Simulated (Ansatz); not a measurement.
# HSBr (triplet): PBE, revPBE, r2SCAN over a scan of the distance Br1–H2 along a hydrogen transfer, cc-pVDZ, part 2 of 2

Ansatz 0.2.0, Gaussian basis; cc-pVDZ, all electrons in the functionals. Earlier steps stand in the parts before.

### Step 17. revPBE, 1.993 Å

Contents of in.yaml:

```yaml
crystal:
  periodic: [false, false, false]
  atoms:
    - {symbol: Br, position_ang: [0.000000, 0.000000, -1.865000]}
    - {symbol: H, position_ang: [0.000000, 0.000000, 0.128000]}
    - {symbol: S, position_ang: [0.000000, 0.000000, 1.737000]}
basis:
  gaussian: {orbitals: cc-pVDZ}
magnetization: {spin_polarized: true, initial_magnetization: 2}
hamiltonian: {xc: {name: revPBE}}
```

Started as:

```bash
$ ansatz run in.yaml --threads 1 --pin off --events-out ev --progress --plain --max-ram 2393MiB
```

The program printed, cut to the lines that bear on the results:

```text
Functional definition: revPBE
  name "revPBE"
  cite "Zhang & Yang, Phys. Rev. Lett. 80, 890 (1998) doi:10.1103/PhysRevLett.80.890"
  cite "Perdew, Burke & Ernzerhof, Phys. Rev. Lett. 77, 3865 (1996) doi:10.1103/PhysRevLett.77.3865"
[...]
553 factors; integrals over basis functions are off by at most 1.6e-3 eV
[...]
mean field -80886.94313649 eV, -2972.5403331267 hartree, gradient 1.1e-6 eV, S^2 2.002927; 9 other end points of the search recorded, 0 dependent functions left out
reference -80886.94316633 eV, -2972.5403342233 hartree; 27, 25 occupied and 23, 25 virtual orbitals, 553 factors
Total energy: -80886.94316633 eV, -2972.5403342233 hartree
```

Wall time 8 s (1 thread of Intel Xeon Platinum 8488C, shared host).

From the report: ⟨S²⟩ of the determinant 2.003 (pure triplet: 2.00).

From 1.421 Å: +12.6 kJ/mol.

### Step 18. revPBE, 2.108 Å

Contents of in.yaml:

```yaml
crystal:
  periodic: [false, false, false]
  atoms:
    - {symbol: Br, position_ang: [0.000000, 0.000000, -1.903333]}
    - {symbol: H, position_ang: [0.000000, 0.000000, 0.204667]}
    - {symbol: S, position_ang: [0.000000, 0.000000, 1.698667]}
basis:
  gaussian: {orbitals: cc-pVDZ}
magnetization: {spin_polarized: true, initial_magnetization: 2}
hamiltonian: {xc: {name: revPBE}}
```

The command is unchanged.

The program printed, cut to the lines that bear on the results:

```text
Functional definition: revPBE
  name "revPBE"
  cite "Zhang & Yang, Phys. Rev. Lett. 80, 890 (1998) doi:10.1103/PhysRevLett.80.890"
  cite "Perdew, Burke & Ernzerhof, Phys. Rev. Lett. 77, 3865 (1996) doi:10.1103/PhysRevLett.77.3865"
[...]
551 factors; integrals over basis functions are off by at most 1.5e-3 eV
[...]
mean field -80887.03494150 eV, -2972.5437068986 hartree, gradient 1.2e-6 eV, S^2 2.002425; 11 other end points of the search recorded, 0 dependent functions left out
reference -80887.03497121 eV, -2972.5437079904 hartree; 27, 25 occupied and 23, 25 virtual orbitals, 551 factors
Total energy: -80887.03497121 eV, -2972.5437079904 hartree
```

It took 7 s on 1 thread of Intel Xeon Platinum 8488C, shared host.

From the report: ⟨S²⟩ of the determinant 2.002 (pure triplet: 2.00).

From 1.421 Å: +3.8 kJ/mol.

### Step 19. revPBE, 2.222 Å

Contents of in.yaml:

```yaml
crystal:
  periodic: [false, false, false]
  atoms:
    - {symbol: Br, position_ang: [0.000000, 0.000000, -1.941333]}
    - {symbol: H, position_ang: [0.000000, 0.000000, 0.280667]}
    - {symbol: S, position_ang: [0.000000, 0.000000, 1.660667]}
basis:
  gaussian: {orbitals: cc-pVDZ}
magnetization: {spin_polarized: true, initial_magnetization: 2}
hamiltonian: {xc: {name: revPBE}}
```

Same command.

The program printed, cut to the lines that bear on the results:

```text
Functional definition: revPBE
  name "revPBE"
  cite "Zhang & Yang, Phys. Rev. Lett. 80, 890 (1998) doi:10.1103/PhysRevLett.80.890"
  cite "Perdew, Burke & Ernzerhof, Phys. Rev. Lett. 77, 3865 (1996) doi:10.1103/PhysRevLett.77.3865"
[...]
553 factors; integrals over basis functions are off by at most 1.1e-3 eV
[...]
mean field -80887.05115720 eV, -2972.5443028145 hartree, gradient 1.6e-6 eV, S^2 2.002118; 11 other end points of the search recorded, 0 dependent functions left out
reference -80887.05118681 eV, -2972.5443039029 hartree; 27, 25 occupied and 23, 25 virtual orbitals, 553 factors
Total energy: -80887.05118681 eV, -2972.5443039029 hartree
```

Run time: 6.5 s. Hardware: 1 thread of Intel Xeon Platinum 8488C, shared host.

From the report: ⟨S²⟩ of the determinant 2.002 (pure triplet: 2.00).

From 1.421 Å: +2.2 kJ/mol.

### Step 20. r2SCAN, 1.321 Å

Contents of in.yaml:

```yaml
crystal:
  periodic: [false, false, false]
  atoms:
    - {symbol: Br, position_ang: [0.000000, 0.000000, -1.641000]}
    - {symbol: H, position_ang: [0.000000, 0.000000, -0.320000]}
    - {symbol: S, position_ang: [0.000000, 0.000000, 1.961000]}
basis:
  gaussian: {orbitals: cc-pVDZ}
magnetization: {spin_polarized: true, initial_magnetization: 2}
hamiltonian: {xc: {name: r2SCAN}}
output: {forces: true}
```

The command is unchanged.

The program printed, cut to the lines that bear on the results:

```text
Functional definition: r2SCAN
  name "r2SCAN"
  cite "Furness, Kaplan, Ning, Perdew & Sun, J. Phys. Chem. Lett. 11, 8208 (2020) doi:10.1021/acs.jpclett.0c02405"
  cite "Furness, Kaplan, Ning, Perdew & Sun, J. Phys. Chem. Lett. 11, 9248 (2020) doi:10.1021/acs.jpclett.0c03077"
  parent r2scan
[...]
551 factors; integrals over basis functions are off by at most 1.2e-3 eV
[...]
mean field -80893.59311407 eV, -2972.7847152951 hartree, gradient 3.6e-6 eV, S^2 2.005450; 4 other end points of the search recorded, 0 dependent functions left out
[...]
reference -80893.59312105 eV, -2972.7847155518 hartree; 27, 25 occupied and 23, 25 virtual orbitals, 551 factors
Total energy: -80893.59312105 eV, -2972.7847155518 hartree
Atom 0 at     0.000000     0.000000    -1.641000 Å, force    -0.000000     0.000000    -4.238687 eV/Å
Atom 1 at     0.000000     0.000000    -0.320000 Å, force     0.000000    -0.000000     3.962161 eV/Å
Atom 2 at     0.000000     0.000000     1.961000 Å, force    -0.000000     0.000000     0.276526 eV/Å
Dipole moment:     0.000000    -0.000000     0.398284 e Å
```

Wall time 6.5 s (1 thread of Intel Xeon Platinum 8488C, shared host).

From the report: ⟨S²⟩ of the determinant 2.005 (pure triplet: 2.00).

### Step 21. r2SCAN, 1.421 Å

Contents of in.yaml:

```yaml
crystal:
  periodic: [false, false, false]
  atoms:
    - {symbol: Br, position_ang: [0.000000, 0.000000, -1.674200]}
    - {symbol: H, position_ang: [0.000000, 0.000000, -0.253600]}
    - {symbol: S, position_ang: [0.000000, 0.000000, 1.927800]}
basis:
  gaussian: {orbitals: cc-pVDZ}
magnetization: {spin_polarized: true, initial_magnetization: 2}
hamiltonian: {xc: {name: r2SCAN}}
output: {forces: true}
```

The command is unchanged.

The program printed, cut to the lines that bear on the results:

```text
Functional definition: r2SCAN
  name "r2SCAN"
  cite "Furness, Kaplan, Ning, Perdew & Sun, J. Phys. Chem. Lett. 11, 8208 (2020) doi:10.1021/acs.jpclett.0c02405"
  cite "Furness, Kaplan, Ning, Perdew & Sun, J. Phys. Chem. Lett. 11, 9248 (2020) doi:10.1021/acs.jpclett.0c03077"
  parent r2scan
[...]
553 factors; integrals over basis functions are off by at most 1.3e-3 eV
[...]
mean field -80893.81728556 eV, -2972.7929534456 hartree, gradient 4.8e-6 eV, S^2 2.005863; 7 other end points of the search recorded, 0 dependent functions left out
[...]
reference -80893.81729254 eV, -2972.7929537020 hartree; 27, 25 occupied and 23, 25 virtual orbitals, 553 factors
Total energy: -80893.81729254 eV, -2972.7929537020 hartree
Atom 0 at     0.000000     0.000000    -1.674200 Å, force     0.000000    -0.000000    -1.040839 eV/Å
Atom 1 at     0.000000     0.000000    -0.253600 Å, force    -0.000000     0.000000     0.835356 eV/Å
Atom 2 at     0.000000     0.000000     1.927800 Å, force    -0.000000     0.000000     0.205483 eV/Å
Dipole moment:    -0.000000    -0.000000     0.476448 e Å
```

Run time: 8.5 s. Hardware: 1 thread of Intel Xeon Platinum 8488C, shared host.

From the report: ⟨S²⟩ of the determinant 2.006 (pure triplet: 2.00).

### Step 22. r2SCAN, 1.535 Å

Contents of in.yaml:

```yaml
crystal:
  periodic: [false, false, false]
  atoms:
    - {symbol: Br, position_ang: [0.000000, 0.000000, -1.712333]}
    - {symbol: H, position_ang: [0.000000, 0.000000, -0.177333]}
    - {symbol: S, position_ang: [0.000000, 0.000000, 1.889667]}
basis:
  gaussian: {orbitals: cc-pVDZ}
magnetization: {spin_polarized: true, initial_magnetization: 2}
hamiltonian: {xc: {name: r2SCAN}}
output: {forces: true}
```

Same command.

The program printed, cut to the lines that bear on the results:

```text
Functional definition: r2SCAN
  name "r2SCAN"
  cite "Furness, Kaplan, Ning, Perdew & Sun, J. Phys. Chem. Lett. 11, 8208 (2020) doi:10.1021/acs.jpclett.0c02405"
  cite "Furness, Kaplan, Ning, Perdew & Sun, J. Phys. Chem. Lett. 11, 9248 (2020) doi:10.1021/acs.jpclett.0c03077"
  parent r2scan
[...]
551 factors; integrals over basis functions are off by at most 1.7e-3 eV
[...]
mean field -80893.79436483 eV, -2972.7921111243 hartree, gradient 5.5e-6 eV, S^2 2.006544; 11 other end points of the search recorded, 0 dependent functions left out
[...]
reference -80893.79437179 eV, -2972.7921113802 hartree; 27, 25 occupied and 23, 25 virtual orbitals, 551 factors
Total energy: -80893.79437179 eV, -2972.7921113802 hartree
Atom 0 at     0.000000     0.000000    -1.712333 Å, force    -0.000000     0.000000     0.940591 eV/Å
Atom 1 at     0.000000     0.000000    -0.177333 Å, force     0.000000    -0.000000    -0.980255 eV/Å
Atom 2 at     0.000000     0.000000     1.889667 Å, force     0.000000    -0.000000     0.039664 eV/Å
Dipole moment:    -0.000000    -0.000000     0.567721 e Å
```

Wall time 13 s (1 thread of Intel Xeon Platinum 8488C, shared host).

From the report: ⟨S²⟩ of the determinant 2.007 (pure triplet: 2.00).

From 1.421 Å: +2.2 kJ/mol.

### Step 23. r2SCAN, 1.650 Å

Contents of in.yaml:

```yaml
crystal:
  periodic: [false, false, false]
  atoms:
    - {symbol: Br, position_ang: [0.000000, 0.000000, -1.750667]}
    - {symbol: H, position_ang: [0.000000, 0.000000, -0.100667]}
    - {symbol: S, position_ang: [0.000000, 0.000000, 1.851333]}
basis:
  gaussian: {orbitals: cc-pVDZ}
magnetization: {spin_polarized: true, initial_magnetization: 2}
hamiltonian: {xc: {name: r2SCAN}}
```

Same command.

The program printed, cut to the lines that bear on the results:

```text
Functional definition: r2SCAN
  name "r2SCAN"
  cite "Furness, Kaplan, Ning, Perdew & Sun, J. Phys. Chem. Lett. 11, 8208 (2020) doi:10.1021/acs.jpclett.0c02405"
  cite "Furness, Kaplan, Ning, Perdew & Sun, J. Phys. Chem. Lett. 11, 9248 (2020) doi:10.1021/acs.jpclett.0c03077"
  parent r2scan
[...]
553 factors; integrals over basis functions are off by at most 1.8e-3 eV
[...]
mean field -80893.64116199 eV, -2972.7864810240 hartree, gradient 5.1e-6 eV, S^2 2.007034; 8 other end points of the search recorded, 0 dependent functions left out
reference -80893.64116892 eV, -2972.7864812786 hartree; 27, 25 occupied and 23, 25 virtual orbitals, 553 factors
Total energy: -80893.64116892 eV, -2972.7864812786 hartree
```

It took 13 s on 1 thread of Intel Xeon Platinum 8488C, shared host.

From the report: ⟨S²⟩ of the determinant 2.007 (pure triplet: 2.00).

From 1.421 Å: +17.0 kJ/mol.

### Step 24. r2SCAN, 1.764 Å

Contents of in.yaml:

```yaml
crystal:
  periodic: [false, false, false]
  atoms:
    - {symbol: Br, position_ang: [0.000000, 0.000000, -1.788667]}
    - {symbol: H, position_ang: [0.000000, 0.000000, -0.024667]}
    - {symbol: S, position_ang: [0.000000, 0.000000, 1.813333]}
basis:
  gaussian: {orbitals: cc-pVDZ}
magnetization: {spin_polarized: true, initial_magnetization: 2}
hamiltonian: {xc: {name: r2SCAN}}
output: {forces: true}
```

The command is unchanged.

The program printed, cut to the lines that bear on the results:

```text
Functional definition: r2SCAN
  name "r2SCAN"
  cite "Furness, Kaplan, Ning, Perdew & Sun, J. Phys. Chem. Lett. 11, 8208 (2020) doi:10.1021/acs.jpclett.0c02405"
  cite "Furness, Kaplan, Ning, Perdew & Sun, J. Phys. Chem. Lett. 11, 9248 (2020) doi:10.1021/acs.jpclett.0c03077"
  parent r2scan
[...]
557 factors; integrals over basis functions are off by at most 1.5e-3 eV
[...]
mean field -80893.48696316 eV, -2972.7808143212 hartree, gradient 5.4e-6 eV, S^2 2.006884; 12 other end points of the search recorded, 0 dependent functions left out
[...]
reference -80893.48697003 eV, -2972.7808145737 hartree; 27, 25 occupied and 23, 25 virtual orbitals, 557 factors
Total energy: -80893.48697003 eV, -2972.7808145737 hartree
Atom 0 at     0.000000     0.000000    -1.788667 Å, force    -0.000000     0.000000     1.792219 eV/Å
Atom 1 at     0.000000     0.000000    -0.024667 Å, force     0.000000    -0.000000    -1.045150 eV/Å
Atom 2 at     0.000000     0.000000     1.813333 Å, force     0.000000    -0.000000    -0.747070 eV/Å
Dipole moment:     0.000000     0.000000     0.604883 e Å
```

Run time: 20 s. Hardware: 1 thread of Intel Xeon Platinum 8488C, shared host.

From the report: ⟨S²⟩ of the determinant 2.007 (pure triplet: 2.00).

From 1.421 Å: +31.9 kJ/mol.

### Step 25. r2SCAN, 1.879 Å

Contents of in.yaml:

```yaml
crystal:
  periodic: [false, false, false]
  atoms:
    - {symbol: Br, position_ang: [0.000000, 0.000000, -1.827000]}
    - {symbol: H, position_ang: [0.000000, 0.000000, 0.052000]}
    - {symbol: S, position_ang: [0.000000, 0.000000, 1.775000]}
basis:
  gaussian: {orbitals: cc-pVDZ}
magnetization: {spin_polarized: true, initial_magnetization: 2}
hamiltonian: {xc: {name: r2SCAN}}
```

Same command.

The program printed, cut to the lines that bear on the results:

```text
Functional definition: r2SCAN
  name "r2SCAN"
  cite "Furness, Kaplan, Ning, Perdew & Sun, J. Phys. Chem. Lett. 11, 8208 (2020) doi:10.1021/acs.jpclett.0c02405"
  cite "Furness, Kaplan, Ning, Perdew & Sun, J. Phys. Chem. Lett. 11, 9248 (2020) doi:10.1021/acs.jpclett.0c03077"
  parent r2scan
[...]
557 factors; integrals over basis functions are off by at most 1.3e-3 eV
[...]
mean field -80893.42784333 eV, -2972.7786417076 hartree, gradient 1.7e-6 eV, S^2 2.006498; 12 other end points of the search recorded, 0 dependent functions left out
reference -80893.42785015 eV, -2972.7786419583 hartree; 27, 25 occupied and 23, 25 virtual orbitals, 557 factors
Total energy: -80893.42785015 eV, -2972.7786419583 hartree
```

Wall time 16 s (1 thread of Intel Xeon Platinum 8488C, shared host).

From the report: ⟨S²⟩ of the determinant 2.006 (pure triplet: 2.00).

From 1.421 Å: +37.6 kJ/mol.

### Step 26. r2SCAN, 1.993 Å

Contents of in.yaml:

```yaml
crystal:
  periodic: [false, false, false]
  atoms:
    - {symbol: Br, position_ang: [0.000000, 0.000000, -1.865000]}
    - {symbol: H, position_ang: [0.000000, 0.000000, 0.128000]}
    - {symbol: S, position_ang: [0.000000, 0.000000, 1.737000]}
basis:
  gaussian: {orbitals: cc-pVDZ}
magnetization: {spin_polarized: true, initial_magnetization: 2}
hamiltonian: {xc: {name: r2SCAN}}
output: {forces: true}
```

The command is unchanged.

The program printed, cut to the lines that bear on the results:

```text
Functional definition: r2SCAN
  name "r2SCAN"
  cite "Furness, Kaplan, Ning, Perdew & Sun, J. Phys. Chem. Lett. 11, 8208 (2020) doi:10.1021/acs.jpclett.0c02405"
  cite "Furness, Kaplan, Ning, Perdew & Sun, J. Phys. Chem. Lett. 11, 9248 (2020) doi:10.1021/acs.jpclett.0c03077"
  parent r2scan
[...]
553 factors; integrals over basis functions are off by at most 1.6e-3 eV
[...]
mean field -80893.48356479 eV, -2972.7806894334 hartree, gradient 2.9e-6 eV, S^2 2.006038; 16 other end points of the search recorded, 0 dependent functions left out
[...]
reference -80893.48357158 eV, -2972.7806896832 hartree; 27, 25 occupied and 23, 25 virtual orbitals, 553 factors
Total energy: -80893.48357158 eV, -2972.7806896832 hartree
Atom 0 at     0.000000     0.000000    -1.865000 Å, force    -0.000000     0.000000     0.732931 eV/Å
Atom 1 at     0.000000     0.000000     0.128000 Å, force     0.000000     0.000000     0.871408 eV/Å
Atom 2 at     0.000000     0.000000     1.737000 Å, force    -0.000000    -0.000000    -1.604339 eV/Å
Dipole moment:     0.000000     0.000000     0.446610 e Å
```

Wall time 19 s (1 thread of Intel Xeon Platinum 8488C, shared host).

From the report: ⟨S²⟩ of the determinant 2.006 (pure triplet: 2.00).

From 1.421 Å: +32.2 kJ/mol.

### Step 27. r2SCAN, 2.108 Å

Contents of in.yaml:

```yaml
crystal:
  periodic: [false, false, false]
  atoms:
    - {symbol: Br, position_ang: [0.000000, 0.000000, -1.903333]}
    - {symbol: H, position_ang: [0.000000, 0.000000, 0.204667]}
    - {symbol: S, position_ang: [0.000000, 0.000000, 1.698667]}
basis:
  gaussian: {orbitals: cc-pVDZ}
magnetization: {spin_polarized: true, initial_magnetization: 2}
hamiltonian: {xc: {name: r2SCAN}}
output: {forces: true}
```

The command is unchanged.

The program printed, cut to the lines that bear on the results:

```text
Functional definition: r2SCAN
  name "r2SCAN"
  cite "Furness, Kaplan, Ning, Perdew & Sun, J. Phys. Chem. Lett. 11, 8208 (2020) doi:10.1021/acs.jpclett.0c02405"
  cite "Furness, Kaplan, Ning, Perdew & Sun, J. Phys. Chem. Lett. 11, 9248 (2020) doi:10.1021/acs.jpclett.0c03077"
  parent r2scan
[...]
551 factors; integrals over basis functions are off by at most 1.5e-3 eV
[...]
mean field -80893.59869591 eV, -2972.7849204242 hartree, gradient 2.0e-6 eV, S^2 2.005842; 17 other end points of the search recorded, 0 dependent functions left out
[...]
reference -80893.59870270 eV, -2972.7849206735 hartree; 27, 25 occupied and 23, 25 virtual orbitals, 551 factors
Total energy: -80893.59870270 eV, -2972.7849206735 hartree
Atom 0 at     0.000000     0.000000    -1.903333 Å, force    -0.000000     0.000000     0.280908 eV/Å
Atom 1 at     0.000000     0.000000     0.204667 Å, force     0.000000    -0.000000     0.956647 eV/Å
Atom 2 at     0.000000     0.000000     1.698667 Å, force    -0.000000    -0.000000    -1.237556 eV/Å
Dipole moment:    -0.000000     0.000000     0.380244 e Å
```

Run time: 20 s. Hardware: 1 thread of Intel Xeon Platinum 8488C, shared host.

From the report: ⟨S²⟩ of the determinant 2.006 (pure triplet: 2.00).

From 1.421 Å: +21.1 kJ/mol.

### Step 28. r2SCAN, 2.222 Å

Contents of in.yaml:

```yaml
crystal:
  periodic: [false, false, false]
  atoms:
    - {symbol: Br, position_ang: [0.000000, 0.000000, -1.941333]}
    - {symbol: H, position_ang: [0.000000, 0.000000, 0.280667]}
    - {symbol: S, position_ang: [0.000000, 0.000000, 1.660667]}
basis:
  gaussian: {orbitals: cc-pVDZ}
magnetization: {spin_polarized: true, initial_magnetization: 2}
hamiltonian: {xc: {name: r2SCAN}}
output: {forces: true}
```

Same command.

The program printed, cut to the lines that bear on the results:

```text
Functional definition: r2SCAN
  name "r2SCAN"
  cite "Furness, Kaplan, Ning, Perdew & Sun, J. Phys. Chem. Lett. 11, 8208 (2020) doi:10.1021/acs.jpclett.0c02405"
  cite "Furness, Kaplan, Ning, Perdew & Sun, J. Phys. Chem. Lett. 11, 9248 (2020) doi:10.1021/acs.jpclett.0c03077"
  parent r2scan
[...]
553 factors; integrals over basis functions are off by at most 1.1e-3 eV
[...]
mean field -80893.65339007 eV, -2972.7869303973 hartree, gradient 2.4e-6 eV, S^2 2.005902; 16 other end points of the search recorded, 0 dependent functions left out
[...]
reference -80893.65339685 eV, -2972.7869306464 hartree; 27, 25 occupied and 23, 25 virtual orbitals, 553 factors
Total energy: -80893.65339685 eV, -2972.7869306464 hartree
Atom 0 at     0.000000     0.000000    -1.941333 Å, force    -0.000000     0.000000     0.007226 eV/Å
Atom 1 at     0.000000     0.000000     0.280667 Å, force     0.000000    -0.000000    -0.259297 eV/Å
Atom 2 at     0.000000     0.000000     1.660667 Å, force    -0.000000     0.000000     0.252071 eV/Å
Dipole moment:    -0.000000    -0.000000     0.327590 e Å
```

Run time: 20 s. Hardware: 1 thread of Intel Xeon Platinum 8488C, shared host.

From the report: ⟨S²⟩ of the determinant 2.006 (pure triplet: 2.00).

From 1.421 Å: +15.8 kJ/mol.

### Step 29. Against the wave-function levels

The yardstick is UCCSDT(Q), where the cluster series has nearly closed. It and the other wave-function rows come from earlier runs at the same points. Energies in kJ/mol, counted from 1.421 Å; blanks weren't run or aren't comparable.

| level | 1.321 Å | 1.421 Å | 1.535 Å | 1.650 Å | 1.764 Å | 1.879 Å | 1.993 Å | 2.108 Å | 2.222 Å |
| --- | --- | --- | --- | --- | --- | --- | --- | --- | --- |
| UCCSDT(Q) | 17.0 | 0.0 | 10.2 | 36.3 | 67.3 | 88.8 | 78.9 | 58.3 | 44.2 |
| PBE | 25.8 | 0.0 | -3.1 | 5.2 | 13.3 | 15.0 | 9.4 | 1.0 | 0.2 |
| revPBE | 25.1 | 0.0 | -2.2 | 7.2 | 16.1 | 18.3 | 12.6 | 3.8 | 2.2 |
| r2SCAN | 21.6 | 0.0 | 2.2 | 17.0 | 31.9 | 37.6 | 32.2 | 21.1 | 15.8 |
| RHF | 12.2 | 0.0 | 16.4 | 49.0 | 85.9 |  | 117.4 | 77.1 | 50.3 |
| UHF | 12.5 | 0.0 | 16.0 | 47.9 | 83.7 | 109.4 | 94.5 | 64.7 | 41.0 |
| RMP2 | 16.4 | 0.0 | 11.0 | 37.9 | 69.8 | 99.1 | 94.6 | 68.2 | 50.2 |
| UMP2 | 16.4 | 0.0 | 10.9 | 37.8 | 69.7 | 109.9 | 94.9 | 68.0 | 50.6 |
| RCCSD | 16.3 | 0.0 | 11.3 | 38.8 | 71.5 | 95.3 | 83.5 | 60.4 | 44.7 |
| RCCSD(T) | 16.8 | 0.0 | 10.5 | 36.9 | 68.4 | 90.0 | 80.1 | 58.9 | 44.5 |
| UCCSD(T) | 16.8 | 0.0 | 10.5 | 36.9 | 68.4 | 90.4 | 80.1 | 58.9 | 44.4 |
| RCCSDT(Q) | 17.0 | 0.0 | 10.2 | 36.4 | 67.4 | 88.8 | 79.0 | 58.4 | 44.4 |
| CASSCF valence | 16.8 | 0.0 | 11.3 | 39.4 | 73.2 | 106.3 | 79.3 | 56.7 | 41.3 |
| NEVPT2 valence | 17.5 | 0.0 | 9.4 | 34.2 | 63.4 | 91.4 | 80.8 | 61.8 | 48.7 |
| MRCISD+Q valence | 16.7 | 0.0 | 10.6 | 37.0 | 68.0 | 97.8 | 80.0 | 59.2 | 44.6 |
| NEVPT2 pair | 17.9 | 0.0 | 9.7 | 35.9 | 67.9 | 85.7 | 78.3 | 60.3 | 48.2 |

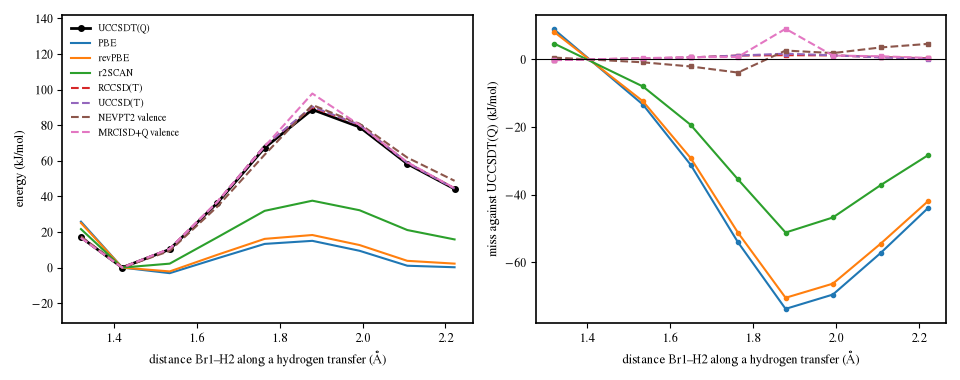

Left: the curves (the axis may cut off levels that run far away). Right: misses against UCCSDT(Q), in the same colours.

Largest miss and mean time a point (UCCSDT(Q) took 27 s a point; shared hosts):

| level | largest miss (kJ/mol) | where | time a point |
| --- | --- | --- | --- |
| PBE | -73.7 | 1.879 Å | 5.8 s |
| revPBE | -70.5 | 1.879 Å | 6.1 s |
| r2SCAN | -51.2 | 1.879 Å | 15 s |
| RHF | +38.5 | 1.993 Å |  |
| UHF | +20.7 | 1.879 Å |  |
| RMP2 | +15.6 | 1.993 Å |  |
| UMP2 | +21.1 | 1.879 Å |  |
| RCCSD | +6.5 | 1.879 Å |  |
| RCCSD(T) | +1.2 | 1.879 Å | 14 s |
| UCCSD(T) | +1.7 | 1.879 Å | 14 s |
| RCCSDT(Q) | +0.2 | 2.222 Å | 29 s |
| CASSCF valence | +17.5 | 1.879 Å |  |
| NEVPT2 valence | +4.6 | 2.222 Å | 7.4 s |
| MRCISD+Q valence | +9.0 | 1.879 Å | 9.2 s |
| NEVPT2 pair | +4.0 | 2.222 Å | 9.9 s |

### Step 30. Results

This closing draws on all 2 parts.

| quantity | value |
| --- | --- |
| span of the UCCSDT(Q) curve | 88.8 kJ/mol |
| largest miss, PBE | -73.7 kJ/mol (1.879 Å) |
| largest miss, revPBE | -70.5 kJ/mol (1.879 Å) |
| largest miss, r2SCAN | -51.2 kJ/mol (1.879 Å) |
| largest miss, RCCSD(T) | +1.2 kJ/mol (1.879 Å) |
| largest miss, UCCSD(T) | +1.7 kJ/mol (1.879 Å) |

What this shows: Of the functionals, r2SCAN keep the smallest largest miss at the points compared (at most 51.2 kJ/mol) and PBE strays most (73.7 kJ/mol, at 1.879 Å). Functionals and the yardstick converge differently with the basis, so part of each miss in cc-pVDZ is the basis.
